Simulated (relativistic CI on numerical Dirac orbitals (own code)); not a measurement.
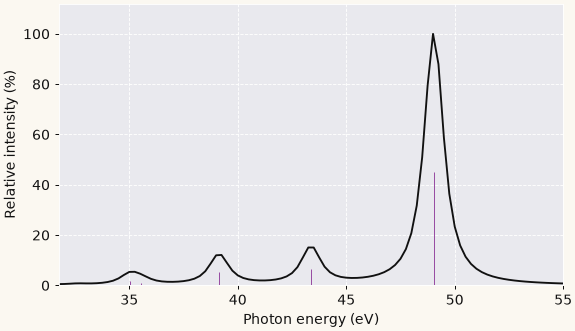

Computed core-level spectrum (absorption) of an ion of charge +4 in a field of Oh symmetry with 10Dq = 29,850 cm⁻¹. Sticks are the strongest transitions, on a scale of their own. Multiplet model: relativistic Dirac–Coulomb–Breit theory, one configuration a step, Slater integrals scaled by 1, 300 K, Voigt broadening (Lorentzian 1 eV, Gaussian 0.3 eV full widths), computed with a radial Dirac CI code.

Identify the element and the shell or line.

Answer. O₂,₃ X-ray absorption of Hf V (Hf⁴⁺), initial configuration [Xe] 4f¹⁴. The main maxima lie at 39.1 eV (12), 43.4 eV (15) and 49.0 eV (100), heights in % of the largest; the centroid is at 46.8 eV. The ground state has S = 0.00.

Caveat: free-ion energies, so absolute edge positions are off by a few eV from solids; core and valence shell share one n, so the strongest features autoionise and are far broader and can lie several eV off in experiment.
